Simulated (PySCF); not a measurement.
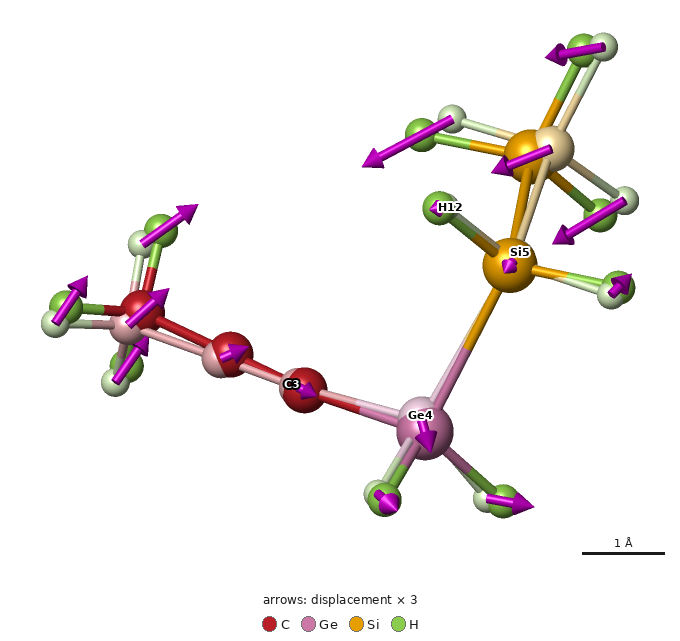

This is a relaxation of C3H10GeSi2. The starting structure is drawn faded, the final one solid; purple arrows show the displacements, 3 times their true length. The two geometries are superimposed by the best rigid fit.

Style: ball-and-stick. Shown at a tilt.

The start comes from GFN2-xTB.

Computed with PBE0-D3(BJ)/def2-SVP geometry optimisation, gas phase (PySCF). 

Atoms of which element are displaced furthest, and by how much?

Hydrogen: up to 0.43 Å, against 0.28 Å for silicon.

What happened in the run?

After 7 geometry steps the energy has fallen by 17.4 kJ/mol. The largest force component goes from 1 to 0.016 eV/Å. The largest move after the best rigid fit is that of an H atom, 0.43 Å. Largest moves by element: H 0.43 Å, Si 0.28 Å, C 0.23 Å, Ge 0.15 Å. Near-neighbour distances that change, for instance: Ge–Si 2.348 → 2.386 Å, H–Si 1.465 → 1.496 Å, Si–Si 2.316 → 2.344 Å, Ge–H 1.513 → 1.540 Å. Bond angles that change, for instance: H–Ge–H 102.8° → 108.9°, C–Ge–Si 111.0° → 105.6°, C–Ge–H 104.3° → 109.5°. The run took about 110 core-seconds on a shared host.
